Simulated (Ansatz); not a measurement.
**GaPHS+ (triplet): wave-function methods side by side, cc-pVDZ**

How much of the correlation energy of GaPHS+ (triplet) does each wave-function method recover here?

Program: Ansatz 0.2.0, Gaussian basis. Level of theory: cc-pVDZ, core rule «outside noble gas», up to 24 orbitals frozen. These are calculated values, not measurements.

The runs, in order: UHF; CCSD(T) on ROHF; CCSD(T) on UHF; BCCD(T) on ROHF; CISD; CCSDT(Q) on ROHF; CCSDT(Q) on UHF.

28 further runs of the same task are left out: 2 for a known fault of the program, 12 that didn't finish, 14 set aside as unsound or not needed.

## Step 1: What is computed

The geometry is a PBE0/def2-TZVP stationary point (not a proven minimum) of the parent state, kept for this charge and spin. No spin-orbit coupling is included. The filled d shell of Ga may be among the frozen orbitals whatever the setting's name suggests; the logs give the count.

4 atoms, charge 1, spin multiplicity 3.

Atoms are counted from 1 here; the program's logs count them from 0.

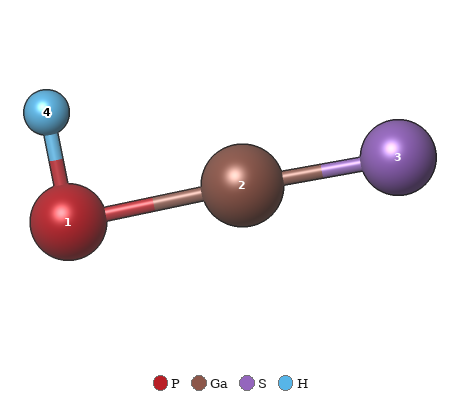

The structure; phosphorus red, gallium brown, sulfur purple, hydrogen blue; atoms are numbered from 1 in the order of the file.

In the tables R marks a restricted open-shell determinant and U an unrestricted one; energies count from the table's Hartree-Fock row.

## Step 2: UHF

in.yaml reads:

```yaml
crystal:
  periodic: [false, false, false]
  atoms:
    - {symbol: P, position_ang: [-0.000003, -0.399478, 1.630239]}
    - {symbol: Ga, position_ang: [0.000009, -0.319823, -0.636341]}
    - {symbol: S, position_ang: [-0.000004, -0.308458, -2.655390]}
    - {symbol: H, position_ang: [-0.000002, 1.027759, 1.661492]}
basis:
  gaussian: {orbitals: cc-pVDZ}
total_charge: 1
magnetization: {spin_polarized: true, initial_magnetization: 2}
hamiltonian: {xc: hf}
output: {orbitals: {seedname: orbitals}}
```

On the command line:

```sh
$ ansatz run in.yaml --threads 1 --pin off --events-out ev --progress --plain --max-ram 2393MiB
```

The log of the run:

```text
Functional definition: HF
  name "HF"
  cite "Fock, Z. Phys. 61, 126 (1930) doi:10.1007/BF01340294"
  parent pbe
  exchange = exact_x
  correlation = 0
754 factors; integrals over basis functions are off by at most 9.6e-4 eV
mean field evaluation 1: about -72425.4162 eV, gradient 2.1e1 eV
mean field evaluation 2: about -72425.4446 eV, gradient 2.1e1 eV
mean field evaluation 4: about -72429.6412 eV, gradient 3.1e0 eV
mean field evaluation 8: about -72430.7248 eV, gradient 2.2e0 eV
mean field evaluation 16: about -72431.5335 eV, gradient 7.9e-3 eV
mean field evaluation 32: about -72431.5293 eV, gradient 2.3e-2 eV
mean field evaluation 64: about -72431.5293 eV, gradient 9.9e-3 eV
mean field evaluation 96: about -72431.3113 eV, gradient 5.1e0 eV
mean field evaluation 128: about -72431.4774 eV, gradient 1.5e0 eV
mean field evaluation 160: about -72426.4638 eV, gradient 6.2e0 eV
mean field evaluation 192: about -72431.5247 eV, gradient 9.0e-2 eV
mean field evaluation 224: about -72419.8084 eV, gradient 1.1e1 eV
mean field -72431.53348599 eV, -2661.8097597535 hartree, gradient 2.9e-6 eV, S^2 2.020479; 6 other end points of the search recorded, 0 dependent functions left out
reference -72431.53348599 eV, -2661.8097597535 hartree; 32, 30 occupied and 36, 38 virtual orbitals, 754 factors
Total energy: -72431.53348599 eV, -2661.8097597535 hartree
```

Wall time 17 s (1 thread of Arm Neoverse N1, shared host).

From the report: ⟨S²⟩ of the determinant 2.020 (pure triplet: 2.00).

## Step 3: CCSD(T) on ROHF

in.yaml: that of step 2 with these lines changed.

```diff
@@ -10,4 +10,4 @@
 total_charge: 1
-magnetization: {spin_polarized: true, initial_magnetization: 2}
-hamiltonian: {xc: hf}
-output: {orbitals: {seedname: orbitals}}
+magnetization: {spin_polarized: false, initial_magnetization: 2}
+correlation: {method: ccsd_t, electrons: outside_noble_gas}
+output: {forces: true}
```

Same command.

The log of the run, cut to the lines that bear on the results:

```text
Functional definition: HF
  name "HF"
  cite "Fock, Z. Phys. 61, 126 (1930) doi:10.1007/BF01340294"
  parent pbe
[...]
754 factors; integrals over basis functions are off by at most 9.6e-4 eV
[...]
mean field -72431.32217332 eV, -2661.8019941559 hartree, gradient 6.1e-9 eV, S^2 2.000000; 9 other end points of the search recorded, 0 dependent functions left out
[...]
determinant -72431.32217332 eV, -2661.8019941559 hartree, with singles and doubles -72439.06285260 eV, -2662.0864588728 hartree
determinant -72431.31475167 eV, -2661.8017214154 hartree, with singles and doubles -72439.03988232 eV, -2662.0856147304 hartree
determinant -72429.03667718 eV, -2661.7180037220 hartree, with singles and doubles -72437.12478966 eV, -2662.0152363734 hartree
determinant -72428.89457367 eV, -2661.7127815142 hartree, with singles and doubles -72436.75756375 eV, -2662.0017410702 hartree
[...]
24 core orbitals not correlated: weight in the atoms' cores, before any rotation towards them, 0.985 or more for the frozen orbitals, at most 0.014 for the correlated occupied ones
reference -72431.32217332 eV, -2661.8019941559 hartree; 8, 6 occupied and 36, 38 virtual orbitals, 754 factors
second order -6.48836527 eV of doubles, -0.13086802 eV of singles
cycle   1  -7.74134721 eV  change    3.8e-6 eV  update   3.5e-6
[...]
cycle  14  -7.74134706 eV  change   -1.1e-9 eV  update   2.8e-9
perturbative correction -0.25294552 eV, -0.0092955765 hartree
[...]
Total energy: -72439.31646590 eV, -2662.0957789897 hartree
Atom 0 at    -0.000003    -0.399478     1.630239 Å, force     0.000002    -0.379215     0.688743 eV/Å
Atom 1 at     0.000009    -0.319823    -0.636341 Å, force     0.000014     0.091926     3.129542 eV/Å
Atom 2 at    -0.000004    -0.308458    -2.655390 Å, force    -0.000017    -0.004734    -3.757902 eV/Å
Atom 3 at    -0.000002     1.027759     1.661492 Å, force     0.000001     0.292023    -0.060383 eV/Å
Dipole moment:     0.000004     0.103427     0.178714 e Å
```

Wall time 95 s (1 thread of Arm Neoverse N1, shared host); peak memory 0.26 GiB.

From the report: correlation -7.9943 eV; T1 0.022; largest double amplitude 0.05.

## Step 4: CCSD(T) on UHF

in.yaml: that of step 3 with these lines changed.

```diff
@@ -10,3 +10,3 @@
 total_charge: 1
-magnetization: {spin_polarized: false, initial_magnetization: 2}
+magnetization: {spin_polarized: true, initial_magnetization: 2}
 correlation: {method: ccsd_t, electrons: outside_noble_gas}
```

Same command.

The log of the run, cut to the lines that bear on the results:

```text
Functional definition: HF
  name "HF"
  cite "Fock, Z. Phys. 61, 126 (1930) doi:10.1007/BF01340294"
  parent pbe
[...]
754 factors; integrals over basis functions are off by at most 9.6e-4 eV
[...]
mean field -72431.53348599 eV, -2661.8097597535 hartree, gradient 1.3e-8 eV, S^2 2.020479; 10 other end points of the search recorded, 0 dependent functions left out
determinant -72431.53348599 eV, -2661.8097597535 hartree, with singles and doubles -72439.06857630 eV, -2662.0866692149 hartree
determinant -72431.52460509 eV, -2661.8094333862 hartree, with singles and doubles -72439.04556450 eV, -2662.0858235467 hartree
determinant -72429.68189084 eV, -2661.7417148866 hartree, with singles and doubles -72437.66760044 eV, -2662.0351843016 hartree
determinant -72429.35301989 eV, -2661.7296291022 hartree, with singles and doubles -72437.24532731 eV, -2662.0196660503 hartree
[...]
24 core orbitals not correlated: weight in the atoms' cores, before any rotation towards them, 0.984 or more for the frozen orbitals, at most 0.014 for the correlated occupied ones
reference -72431.53348599 eV, -2661.8097597535 hartree; 8, 6 occupied and 36, 38 virtual orbitals, 754 factors
second order -6.37710497 eV of doubles, -0.00000000 eV of singles
cycle   1  -7.53565695 eV  change    3.5e-6 eV  update   3.4e-6
[...]
cycle  13  -7.53565647 eV  change  -9.2e-10 eV  update   3.5e-9
perturbative correction -0.24735636 eV, -0.0090901786 hartree
[...]
Total energy: -72439.31649882 eV, -2662.0957801994 hartree
Atom 0 at    -0.000003    -0.399478     1.630239 Å, force     0.000002    -0.378559     0.687631 eV/Å
Atom 1 at     0.000009    -0.319823    -0.636341 Å, force     0.000014     0.092005     3.130220 eV/Å
Atom 2 at    -0.000004    -0.308458    -2.655390 Å, force    -0.000017    -0.004802    -3.757463 eV/Å
Atom 3 at    -0.000002     1.027759     1.661492 Å, force     0.000001     0.291355    -0.060387 eV/Å
Dipole moment:     0.000004     0.103485     0.178535 e Å
```

It took 80 s on 1 thread of Arm Neoverse N1, shared host; peak memory 0.26 GiB.

From the report: ⟨S²⟩ of the determinant 2.020 (pure triplet: 2.00); correlation -7.7830 eV; T1 0.019; largest double amplitude 0.05.

## Step 5: BCCD(T) on ROHF

in.yaml: that of step 4 with these lines changed.

```diff
@@ -10,4 +10,3 @@
 total_charge: 1
-magnetization: {spin_polarized: true, initial_magnetization: 2}
-correlation: {method: ccsd_t, electrons: outside_noble_gas}
-output: {forces: true}
+magnetization: {spin_polarized: false, initial_magnetization: 2}
+correlation: {method: bccd_t, electrons: outside_noble_gas}
```

The command is unchanged.

The log of the run, cut to the lines that bear on the results:

```text
Functional definition: HF
  name "HF"
  cite "Fock, Z. Phys. 61, 126 (1930) doi:10.1007/BF01340294"
  parent pbe
[...]
754 factors; integrals over basis functions are off by at most 9.6e-4 eV
[...]
mean field -72431.32217332 eV, -2661.8019941559 hartree, gradient 6.1e-9 eV, S^2 2.000000; 9 other end points of the search recorded, 0 dependent functions left out
[...]
determinant -72431.32217332 eV, -2661.8019941559 hartree, with singles and doubles -72439.06285260 eV, -2662.0864588728 hartree
determinant -72431.31475167 eV, -2661.8017214154 hartree, with singles and doubles -72439.03988232 eV, -2662.0856147304 hartree
determinant -72429.03667718 eV, -2661.7180037220 hartree, with singles and doubles -72437.12478966 eV, -2662.0152363734 hartree
determinant -72428.89457367 eV, -2661.7127815142 hartree, with singles and doubles -72436.75756375 eV, -2662.0017410702 hartree
determinant -72431.32217332 eV, -2661.8019941559 hartree, with singles and doubles -72439.06352432 eV, -2662.0864835579 hartree
determinant -72431.31475167 eV, -2661.8017214154 hartree, with singles and doubles -72439.04011115 eV, -2662.0856231397 hartree
24 core orbitals not correlated: weight in the atoms' cores, before any rotation towards them, 0.985 or more for the frozen orbitals, at most 0.014 for the correlated occupied ones
reference -72431.32217332 eV, -2661.8019941559 hartree; 8, 6 occupied and 36, 38 virtual orbitals, 754 factors
second order -6.48836527 eV of doubles, -0.13086802 eV of singles
cycle   1  -7.73481576 eV  change    6.5e-3 eV  update   7.8e-3
[...]
cycle  10  -7.73298244 eV  change    2.4e-6 eV  update   1.6e-5
perturbative correction -0.26209654 eV, -0.0096318701 hartree
Total energy: -72439.31725230 eV, -2662.0958078891 hartree
```

Run time: 67 s. Hardware: 1 thread of Arm Neoverse N1, shared host.

From the report: correlation -7.9951 eV; largest double amplitude 0.05.

## Step 6: CISD

in.yaml: that of step 5 with these lines changed.

```diff
@@ -11,2 +11,2 @@
 magnetization: {spin_polarized: false, initial_magnetization: 2}
-correlation: {method: bccd_t, electrons: outside_noble_gas}
+correlation: {active_space: {ras: {orbitals: [6, 2, 36], electrons: 14, max_holes: 2, max_particles: 2}, fixed_orbitals: true}}
```

Same command.

The log of the run:

```text
Functional definition: HF
  name "HF"
  cite "Fock, Z. Phys. 61, 126 (1930) doi:10.1007/BF01340294"
  parent pbe
  exchange = exact_x
  correlation = 0
754 factors; integrals over basis functions are off by at most 9.6e-4 eV
mean field evaluation 1: about -72425.1624 eV, gradient 2.8e1 eV
mean field evaluation 2: about -72425.1889 eV, gradient 2.8e1 eV
mean field evaluation 4: about -72428.2085 eV, gradient 1.3e1 eV
mean field evaluation 8: about -72430.7877 eV, gradient 8.8e0 eV
mean field evaluation 16: about -72431.3222 eV, gradient 7.2e-3 eV
mean field evaluation 32: about -72431.3217 eV, gradient 9.5e-3 eV
mean field evaluation 64: about -72431.3157 eV, gradient 3.8e-2 eV
mean field evaluation 96: about -72431.3148 eV, gradient 2.5e-3 eV
mean field -72431.32217332 eV, -2661.8019941559 hartree, gradient 6.1e-9 eV, S^2 2.000000; 7 other end points of the search recorded, 0 dependent functions left out
reference -72431.32217332 eV, -2661.8019941559 hartree; 32, 30 occupied and 36, 38 virtual orbitals, 754 factors
state -72438.23381351 eV, -2662.0559922480 hartree
Total energy: -72438.23381351 eV, -2662.0559922480 hartree
```

Run time: 26 s. Hardware: 1 thread of Arm Neoverse N1, shared host.

From the report: 403,696 determinants.

## Step 7: CCSDT(Q) on ROHF

in.yaml: that of step 6 with these lines changed.

```diff
@@ -11,2 +11,2 @@
 magnetization: {spin_polarized: false, initial_magnetization: 2}
-correlation: {active_space: {ras: {orbitals: [6, 2, 36], electrons: 14, max_holes: 2, max_particles: 2}, fixed_orbitals: true}}
+correlation: {method: ccsdt_q, electrons: outside_noble_gas}
```

Launched as before.

The log of the run, cut to the lines that bear on the results:

```text
Functional definition: HF
  name "HF"
  cite "Fock, Z. Phys. 61, 126 (1930) doi:10.1007/BF01340294"
  parent pbe
[...]
1334 factors; integrals over basis functions are off by at most 2.2e-7 eV
[...]
mean field -72431.32243157 eV, -2661.8020036463 hartree, gradient 1.3e-8 eV, S^2 2.000000; 9 other end points of the search recorded, 0 dependent functions left out
[...]
determinant -72431.32243157 eV, -2661.8020036463 hartree, with singles and doubles -72439.06313680 eV, -2662.0864693170 hartree
determinant -72431.31501079 eV, -2661.8017309377 hartree, with singles and doubles -72439.04016852 eV, -2662.0856252481 hartree
determinant -72429.03693917 eV, -2661.7180133499 hartree, with singles and doubles -72437.12506853 eV, -2662.0152466216 hartree
determinant -72428.89483698 eV, -2661.7127911907 hartree, with singles and doubles -72436.75785143 eV, -2662.0017516422 hartree
determinant -72431.32243157 eV, -2661.8020036463 hartree, with singles and doubles -72439.06380823 eV, -2662.0864939914 hartree
determinant -72431.31501079 eV, -2661.8017309377 hartree, with singles and doubles -72439.04039728 eV, -2662.0856336549 hartree
24 core orbitals not correlated: weight in the atoms' cores, before any rotation towards them, 0.985 or more for the frozen orbitals, at most 0.014 for the correlated occupied ones
reference -72431.32243157 eV, -2661.8020036463 hartree; 8, 6 occupied and 36, 38 virtual orbitals, 1334 factors
second order -6.48839937 eV of doubles, -0.13086854 eV of singles
cycle   1  -7.43040388 eV  change   -8.1e-1 eV  update   9.2e-2
[...]
cycle  24  -8.03940084 eV  change   -3.0e-8 eV  update   1.4e-6
perturbative correction -0.01794912 eV, -0.0006596180 hartree
Total energy: -72439.37978152 eV, -2662.0981057959 hartree
```

It took 7.1 min on 1 thread of Arm Neoverse N1, shared host; peak memory 1 GiB.

From the report: correlation -8.0573 eV; T1 0.025; largest double amplitude 0.06.

## Step 8: CCSDT(Q) on UHF

in.yaml: that of step 7 with these lines changed.

```diff
@@ -10,3 +10,3 @@
 total_charge: 1
-magnetization: {spin_polarized: false, initial_magnetization: 2}
+magnetization: {spin_polarized: true, initial_magnetization: 2}
 correlation: {method: ccsdt_q, electrons: outside_noble_gas}
```

Launched as before.

The log of the run, cut to the lines that bear on the results:

```text
Functional definition: HF
  name "HF"
  cite "Fock, Z. Phys. 61, 126 (1930) doi:10.1007/BF01340294"
  parent pbe
[...]
1334 factors; integrals over basis functions are off by at most 2.2e-7 eV
[...]
mean field -72431.53374563 eV, -2661.8097692949 hartree, gradient 9.3e-9 eV, S^2 2.020479; 11 other end points of the search recorded, 0 dependent functions left out
determinant -72431.53374563 eV, -2661.8097692949 hartree, with singles and doubles -72439.06886056 eV, -2662.0866796613 hartree
determinant -72431.52486555 eV, -2661.8094429579 hartree, with singles and doubles -72439.04585036 eV, -2662.0858340521 hartree
determinant -72429.68215337 eV, -2661.7417245346 hartree, with singles and doubles -72437.66788291 eV, -2662.0351946822 hartree
determinant -72429.35328274 eV, -2661.7296387617 hartree, with singles and doubles -72437.24600990 eV, -2662.0196911349 hartree
determinant -72429.15366935 eV, -2661.7223031051 hartree, with singles and doubles -72436.76938433 eV, -2662.0021754685 hartree
determinant -72431.53374563 eV, -2661.8097692949 hartree, with singles and doubles -72439.06943060 eV, -2662.0867006098 hartree
determinant -72431.52486555 eV, -2661.8094429579 hartree, with singles and doubles -72439.04601185 eV, -2662.0858399865 hartree
24 core orbitals not correlated: weight in the atoms' cores, before any rotation towards them, 0.984 or more for the frozen orbitals, at most 0.014 for the correlated occupied ones
reference -72431.53374563 eV, -2661.8097692949 hartree; 8, 6 occupied and 36, 38 virtual orbitals, 1334 factors
second order -6.37713807 eV of doubles, -0.00000000 eV of singles
cycle   1  -7.19757636 eV  change   -8.2e-1 eV  update   9.3e-2
[...]
cycle  24  -7.82894799 eV  change   -2.8e-9 eV  update   1.4e-6
perturbative correction -0.01918480 eV, -0.0007050284 hartree
Total energy: -72439.38187842 eV, -2662.0981828553 hartree
```

It took 6 min on 1 thread of Arm Neoverse N1, shared host; peak memory 0.81 GiB.

From the report: ⟨S²⟩ of the determinant 2.020 (pure triplet: 2.00); correlation -7.8481 eV; T1 0.022; largest double amplitude 0.06.

## Step 9: All levels against the top one

The yardstick is UCCSDT(Q), where the cluster series has nearly closed. Rows without a time come out of other runs: HF, MP2 and CCSD of CCSD(T), CCSDT of CCSDT(Q). The times of RCCSD(T), UCCSD(T) include forces.

Differences are taken before rounding.

```
   method  energy from the lowest RHF (kJ/mol)  from UCCSDT(Q) (kJ/mol)     time
      RHF                                  0.0                   +777.6         
      UHF                                -20.4                   +757.3         
     RMP2                               -638.7                   +139.0         
     UMP2                               -635.7                   +142.0         
    RCCSD                               -746.9                    +30.7         
    UCCSD                               -747.5                    +30.2         
 RCCSD(T)                               -771.3                     +6.3     95 s
 UCCSD(T)                               -771.3                     +6.3     80 s
  BCCD(T)                               -771.4                     +6.2     67 s
   RCCSDT                               -775.7                     +1.9         
   UCCSDT                               -775.8                     +1.9         
RCCSDT(Q)                               -777.4                     +0.2  7.1 min
UCCSDT(Q)                               -777.6                        0    6 min
```

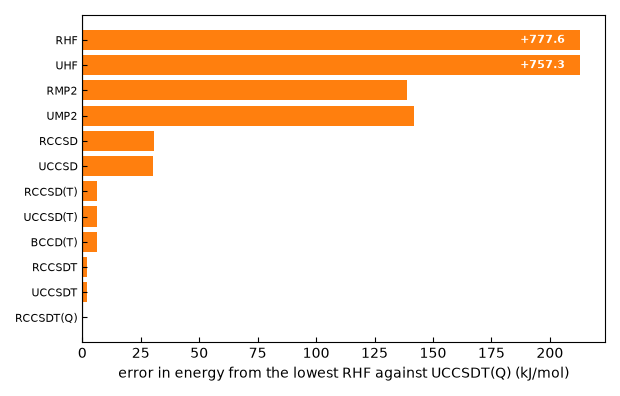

Error of each method against UCCSDT(Q). Bars with a number in them are cut short.

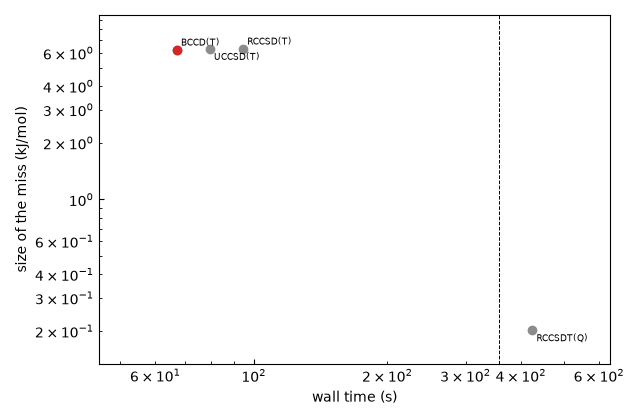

Miss against cost. Red marks the levels that no quicker level drawn beats (of those quicker than the yardstick), and the dashed line is the time of UCCSDT(Q). Times are from a shared host.

Not comparable, so not listed: CISD (they don't share determinant, frozen orbitals or solution with the rows shown, or repeat one).

## Step 10: Outcome

| quantity | value |
| --- | --- |
| UCCSDT(Q) below the RHF energy | -8.0597 eV |
| RMP2 from UCCSDT(Q) | +139.0 kJ/mol |
| UMP2 from UCCSDT(Q) | +142.0 kJ/mol |
| RCCSD from UCCSDT(Q) | +30.7 kJ/mol |
| RCCSD(T) from UCCSDT(Q) | +6.3 kJ/mol |
| UCCSD(T) from UCCSDT(Q) | +6.3 kJ/mol |
| RCCSDT(Q) from UCCSDT(Q) | +0.2 kJ/mol |
| levels within 1 kcal/mol (43 meV) | RCCSDT, UCCSDT, RCCSDT(Q) |
| T1 diagnostic | 0.022 |

RCCSD(T) lands +6.3 kJ/mol from the yardstick (0.8 % of the correlation energy). These misses are within one basis, not against nature; the frozen cores of restricted and unrestricted runs differ, which can shift their rows.

BCCD(T) reaches 6.2 kJ/mol from the reference in 67 s, where UCCSDT(Q) took 6 min.
